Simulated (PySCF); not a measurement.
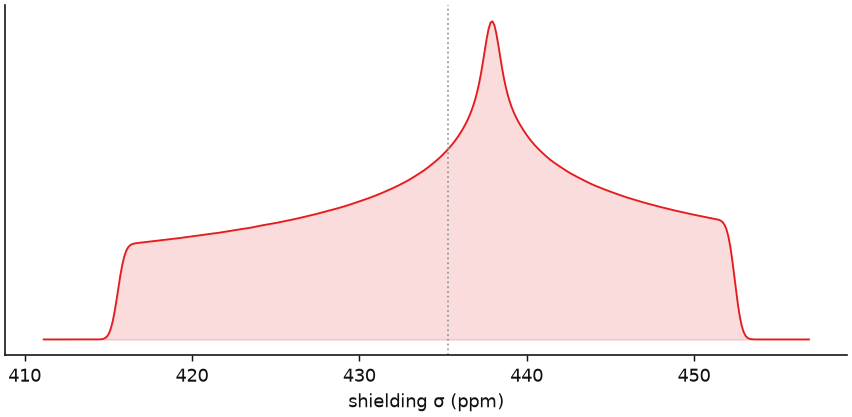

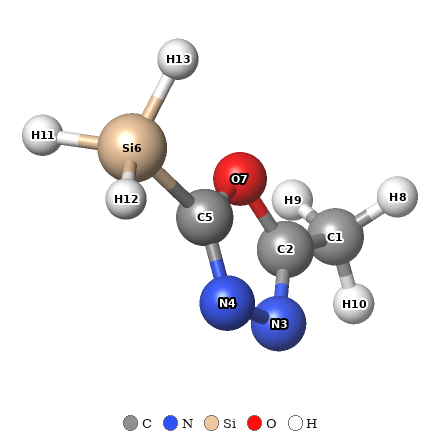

Static powder pattern (²⁹Si) from GIAO shielding tensors of C₃H₆N₂OSi, SMILES Cc1nnc([SiH3])o1, PBE0/pcSseg-1 with PySCF 2.14.0, at a GFN2-xTB geometry (no frequency check); absolute shielding, one fixed geometry of the isolated molecule without any motion, no dipolar terms. The dotted line is the isotropic value; skew is 3(σiso − σ22)/span.

> The pattern belongs to Si6. Give the principal values, span and skew.

Si6: σ11, σ22, σ33 = 416, 438, 452 ppm, isotropic 435, span 37 ppm, skew −0.21.

Caveats: the tight-binding geometry is rougher than a DFT one and adds to the error.
